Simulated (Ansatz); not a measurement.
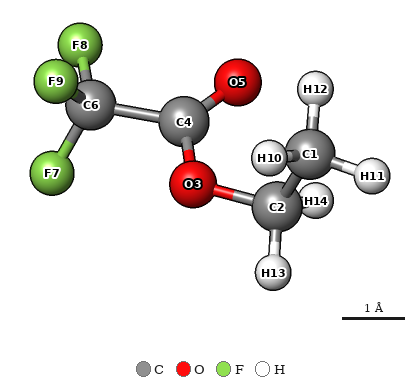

Fig. 1: The input geometry of the first run (ball-and-stick view, seen at a tilt; atoms are numbered from 1 in the order of the input). Bond lengths as drawn: C–C 1.52 to 1.55 Å, C–F 1.34 to 1.35 Å, C–H 1.11 Å and C–O 1.21 to 1.45 Å.

# What a change does: geometry relaxation on C4H5F3O2

System: C4H5F3O2, SMILES CCOC(=O)C(F)(F)F.
Method of the first run: RKS PBE-D4/def2-SVP (Ansatz 0.2.0).

Text and figures count atoms from 1; the logs count them from 0 in places.

Input file, the first run:
```yaml
crystal:
  periodic: [false, false, false]
  atoms:
    - { symbol: C, position_ang: [-3.21776972, 0.14063984, 0.38592946] }
    - { symbol: C, position_ang: [-2.34546172, -0.79088862, -0.43652824] }
    - { symbol: O, position_ang: [-1.03269995, -0.21206389, -0.66775759] }
    - { symbol: C, position_ang: [-0.12170829, -0.40272162, 0.29529873] }
    - { symbol: O, position_ang: [-0.26328594, -1.02064228, 1.32604907] }
    - { symbol: C, position_ang: [1.19638754, 0.31164869, -0.10441436] }
    - { symbol: F, position_ang: [1.63643852, -0.12753688, -1.301297] }
    - { symbol: F, position_ang: [2.14273387, 0.07995689, 0.81261484] }
    - { symbol: F, position_ang: [0.99446906, 1.64409975, -0.19002748] }
    - { symbol: H, position_ang: [-3.29818946, 1.13690015, -0.0921839] }
    - { symbol: H, position_ang: [-4.23802945, -0.28386574, 0.47513718] }
    - { symbol: H, position_ang: [-2.80933246, 0.26488186, 1.40781947] }
    - { symbol: H, position_ang: [-2.75472447, -0.95201462, -1.45217103] }
    - { symbol: H, position_ang: [-2.21403753, -1.77026351, 0.06624084] }
basis:
  gaussian: { orbitals: def2-SVP }
hamiltonian:
  xc: pbe
  dispersion: d4
relax:
  f_tol: 0.004
  max_steps: 150
```

Command:
```bash
ansatz run input.yaml --threads 4 --pin off --max-ram 10240MiB --backend cpu --events-out ev --progress --plain --runs-dir out
```

Hardware: 4 threads of Intel Xeon @ 2.50GHz (Skylake/Cascade Lake), 189 GiB of memory available, shared host.

Output, shortened to warnings, some set-up lines, iterations and results (the first run):
```
[...]
mean field evaluation 1: about -16434.6876 eV, gradient 7.2e1 eV
mean field evaluation 2: about -16408.3116 eV, gradient 1.4e2 eV
mean field evaluation 4: about -16444.7307 eV, gradient 1.3e1 eV
mean field evaluation 8: about -16445.0615 eV, gradient 3.4e-1 eV
mean field evaluation 16: about -16444.9636 eV, gradient 1.3e-3 eV
relax step   1: F+E_penalty+E_count = -16445.25170526 eV  Δ(F+E_penalty+E_count) = +0.000e0 eV  max|allowed force component| = 1.308e-2 eV/Å  Δτ_max = 0.0000 Å  (32 SCF …
relax step   2: F+E_penalty+E_count = -16445.25171533 eV  Δ(F+E_penalty+E_count) = -1.008e-5 eV  max|allowed force component| = 7.532e-3 eV/Å  Δτ_max = 0.0011 Å  (25 SCF …
mean field evaluation 32: about -16444.9636 eV, gradient 8.2e-5 eV
relax step   3: F+E_penalty+E_count = -16445.25171966 eV  Δ(F+E_penalty+E_count) = -4.329e-6 eV  max|allowed force component| = 4.218e-3 eV/Å  Δτ_max = 0.0007 Å  (22 SCF …
relax step   4: F+E_penalty+E_count = -16445.25172614 eV  Δ(F+E_penalty+E_count) = -6.479e-6 eV  max|allowed force component| = 4.126e-3 eV/Å  Δτ_max = 0.0026 Å  (26 SCF …
relax step   5: F+E_penalty+E_count = -16445.25173086 eV  Δ(F+E_penalty+E_count) = -4.721e-6 eV  max|allowed force component| = 4.684e-3 eV/Å  Δτ_max = 0.0030 Å  (35 SCF …
relax step   6: F+E_penalty+E_count = -16445.25173678 eV  Δ(F+E_penalty+E_count) = -5.920e-6 eV  max|allowed force component| = 3.426e-3 eV/Å  Δτ_max = 0.0054 Å  (33 SCF …
mean field evaluation 64: about -16445.0618 eV, gradient 1.3e-1 eV
mean field -16444.96357645 eV, -604.3412646379 hartree, gradient 1.9e-5 eV, S^2 0.000000; 1 other end points of the search recorded, 0 dependent functions left out
the calculation of the forces begins
reference -16444.96360572 eV, -604.3412657135 hartree; 36, 36 occupied and 115, 115 virtual orbitals, 1652 factors
Total energy: -16445.25176605 eV, -604.3518554104 hartree
Atom 0 at    -3.216826     0.138349     0.388775 Å, force     0.000846    -0.001451    -0.000610 eV/Å
Atom 1 at    -2.345668    -0.789416    -0.439603 Å, force    -0.000224     0.001890     0.000828 eV/Å
Atom 2 at    -1.032473    -0.211108    -0.670317 Å, force    -0.001853     0.001696    -0.001621 eV/Å
Atom 3 at    -0.123831    -0.399116     0.294803 Å, force     0.003011    -0.003370     0.003425 eV/Å
Atom 4 at    -0.268880    -1.012237     1.327990 Å, force     0.000379     0.001033    -0.002157 eV/Å
Atom 5 at     1.196923     0.311139    -0.104551 Å, force    -0.001813     0.000009     0.001693 eV/Å
Atom 6 at     1.641113    -0.137905    -1.296072 Å, force     0.000156    -0.000768    -0.000207 eV/Å
Atom 7 at     2.138937     0.084752     0.818191 Å, force     0.000147     0.000514    -0.000321 eV/Å
Atom 8 at     0.997544     1.643039    -0.201065 Å, force    -0.000121     0.000578    -0.000800 eV/Å
Atom 9 at    -3.299706     1.136225    -0.085333 Å, force     0.000191     0.000216    -0.000090 eV/Å
Atom 10 at    -4.236165    -0.287881     0.479107 Å, force    -0.000479     0.000289    -0.000172 eV/Å
Atom 11 at    -2.805636     0.258726     1.409898 Å, force    -0.000171     0.000080     0.000133 eV/Å
Atom 12 at    -2.756374    -0.945237    -1.455402 Å, force    -0.000150    -0.000305     0.000001 eV/Å
Atom 13 at    -2.214166    -1.771199     0.058290 Å, force     0.000080    -0.000412    -0.000103 eV/Å
Dipole moment:    -0.570031    -0.038930    -0.192682 e Å
```

For the second run the input was changed thus:
```diff
-  xc: pbe
-  dispersion: d4
+  xc: lda
```

What does this change do to the results?

The total energies belong to different models, so their difference says nothing on which is more stable or more accurate. The functional changes from PBE to LDA.

Output, shortened to warnings, some set-up lines, iterations and results (the second run):
```
[...]
mean field evaluation 1: about -16332.2744 eV, gradient 7.3e1 eV
mean field evaluation 2: about -16305.8452 eV, gradient 1.4e2 eV
mean field evaluation 4: about -16342.6807 eV, gradient 1.4e1 eV
mean field evaluation 8: about -16343.0280 eV, gradient 3.5e-1 eV
mean field evaluation 16: about -16342.9316 eV, gradient 1.3e-3 eV
[... 8 lines ...]
relax step   7: F+E_penalty+E_count = -16342.99688683 eV  Δ(F+E_penalty+E_count) = -1.103e-4 eV  max|allowed force component| = 2.306e-2 eV/Å  Δτ_max = 0.0268 Å  (32 SCF …
relax step   8: F+E_penalty+E_count = -16342.99691282 eV  Δ(F+E_penalty+E_count) = -2.600e-5 eV  max|allowed force component| = 1.898e-2 eV/Å  Δτ_max = 0.0027 Å  (34 SCF …
relax step   9: F+E_penalty+E_count = -16342.99692282 eV  Δ(F+E_penalty+E_count) = -9.993e-6 eV  max|allowed force component| = 9.212e-3 eV/Å  Δτ_max = 0.0025 Å  (23 SCF …
relax step  10: F+E_penalty+E_count = -16342.99692427 eV  Δ(F+E_penalty+E_count) = -1.450e-6 eV  max|allowed force component| = 2.728e-3 eV/Å  Δτ_max = 0.0009 Å  (23 SCF …
mean field evaluation 96: about -16343.0920 eV, gradient 3.9e-2 eV
mean field -16342.99692427 eV, -600.5940592856 hartree, gradient 2.1e-5 eV, S^2 0.000000; 1 other end points of the search recorded, 0 dependent functions left out
the calculation of the forces begins
reference -16342.99695108 eV, -600.5940602710 hartree; 36, 36 occupied and 115, 115 virtual orbitals, 1652 factors
Total energy: -16342.99695108 eV, -600.5940602710 hartree
Atom 0 at    -3.163166     0.126648     0.393014 Å, force    -0.000399    -0.000334     0.000101 eV/Å
Atom 1 at    -2.326396    -0.784152    -0.458536 Å, force     0.000529     0.000466    -0.000114 eV/Å
Atom 2 at    -1.034784    -0.221808    -0.695418 Å, force     0.000087    -0.000422     0.000789 eV/Å
Atom 3 at    -0.159058    -0.375169     0.282561 Å, force    -0.000367     0.000360     0.001908 eV/Å
Atom 4 at    -0.337947    -0.950374     1.324057 Å, force     0.000270     0.000317    -0.002728 eV/Å
Atom 5 at     1.157561     0.307876    -0.097573 Å, force    -0.000099     0.000285     0.000333 eV/Å
Atom 6 at     1.610562    -0.159226    -1.257240 Å, force     0.000265    -0.000586    -0.000366 eV/Å
Atom 7 at     2.064134     0.091072     0.836635 Å, force     0.000095     0.000171     0.000402 eV/Å
Atom 8 at     0.969188     1.620286    -0.219665 Å, force    -0.000116    -0.000223    -0.000364 eV/Å
Atom 9 at    -3.250108     1.134078    -0.065228 Å, force     0.000009     0.000076    -0.000021 eV/Å
Atom 10 at    -4.185407    -0.290164     0.510062 Å, force    -0.000039     0.000137     0.000035 eV/Å
Atom 11 at    -2.717276     0.226453     1.404904 Å, force     0.000058    -0.000085     0.000026 eV/Å
Atom 12 at    -2.762479    -0.934617    -1.467480 Å, force    -0.000170    -0.000040    -0.000016 eV/Å
Atom 13 at    -2.190033    -1.772772     0.034618 Å, force    -0.000123    -0.000122     0.000015 eV/Å
Dipole moment:    -0.542415    -0.037301    -0.204873 e Å
```

The two runs side by side:

| quantity | the first run | the second run |
| --- | --- | --- |
| outcome | converged | converged |
| total energy (hartree) | −604.351855 | −600.594060 |
| largest force (eV/Å) | 0.006 | 0.003 |
| basis functions | 151 | 151 |
| wall time (shared host) | 26 s | 27 s |
